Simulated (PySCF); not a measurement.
C4H9FNSi2 (doublet)

```xyz
17

C     3.2495   -0.0505    0.0484
Si    1.6629   -0.9337    0.3437
C     0.2639    0.3930    0.2612
C    -1.1210   -0.1965    0.4837
F    -1.1392   -0.8935    1.7014
Si   -2.5064    1.1626    0.6214
C    -1.4758   -1.1023   -0.5733
N    -1.8020   -1.7716   -1.4429
H     3.5898    0.7614    0.6672
H     3.9247   -0.3242   -0.7412
H     1.4009   -1.9307   -0.6950
H     1.5959   -1.5214    1.6871
H     0.2675    0.8892   -0.7094
H     0.4420    1.1576    1.0186
H    -2.0927    2.0029    1.7423
H    -2.4952    1.8838   -0.6490
H    -3.7719    0.4858    0.8754
```

Geometry: GFN2-xTB.

These are results of PySCF 2.14.0, density-fitted response routines, UKS B3LYP, pcH-1 on C F H N Si, non-relativistic, mean-field spin-orbit, GIAO, not measurements.

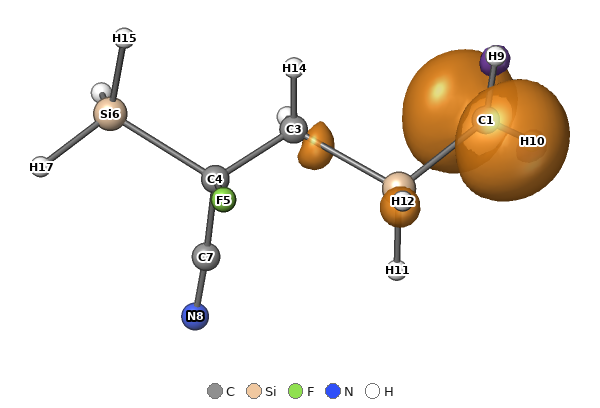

Figure 1. Isosurfaces of the spin density (α minus β) at +0.03 (orange) and −0.03 e/Å³ (purple), seen across its widest extent.

### Describe the spin distribution.

The unpaired spin (1 electron) lies mostly on C1 (about 0.7), Si2 (about 0.1) and H10 (about 0.1), in electrons by Hirshfeld's partition.

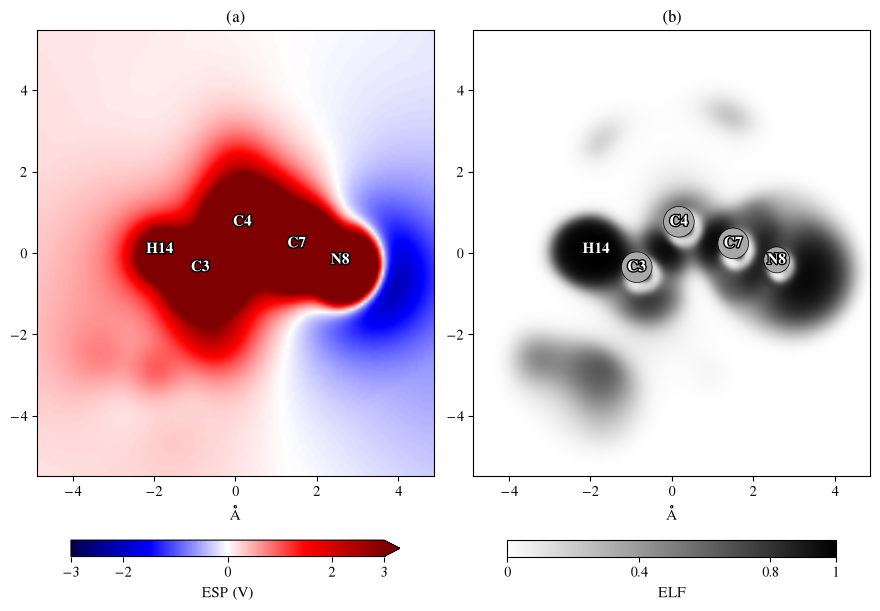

Figure 2. (a) molecular electrostatic potential; (b) electron localisation function on the plane of atoms C3, C4 and C7. Grey discs cover the atomic cores in the ELF map.

### What do the fields say about this system?

- The section cuts through C, N and H sites.
- C–N (1.14 Å): the ELF is about 0.40 at the midpoint.
- C–C (1.44 Å): the ELF peaks at about 0.95 between the atoms (a covalent bond).
- C–H (1.09 Å): the ELF is about 1 at the midpoint: a covalent bond by its length.
- C–C (1.52 Å): the ELF peaks at about 0.90 between the atoms (a shared electron pair).
- The ELF also peaks beside N8, away from the bonds: non-bonding electrons, paired or unpaired.
- Outside the dense part of the molecule the potential is most negative (−2.1 V) near N8.

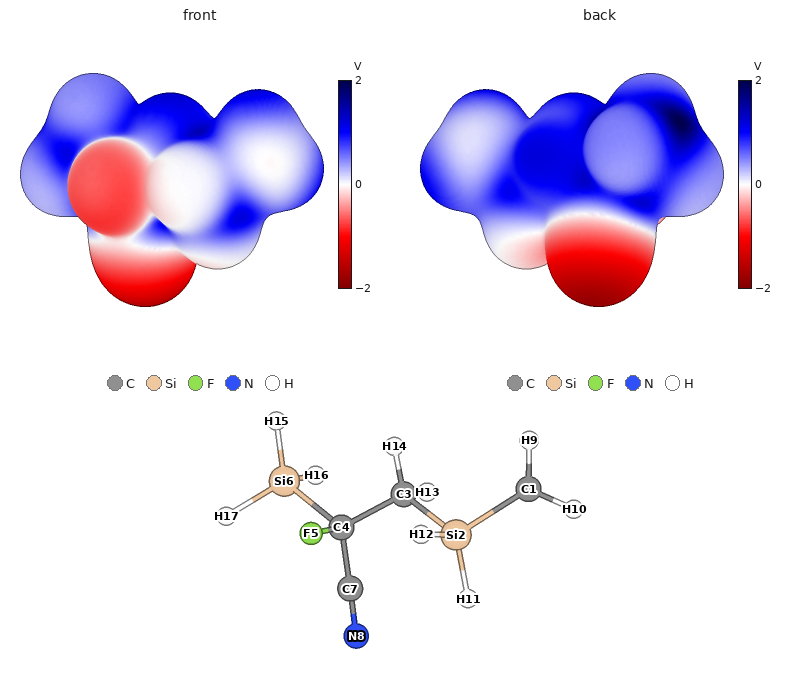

Figure 3. The molecular electrostatic potential painted on the density surface at 0.002 e/bohr³, seen from the front and from behind; the colour scale runs from red (negative) to blue (positive). The bare structure is drawn below in the same view.

### Describe the electrostatic potential map.

The most negative region (about −1.7 V) lies over N8, the most positive (about +1.7 V) over Si6. N8 is the likeliest acceptor of a hydrogen bond.
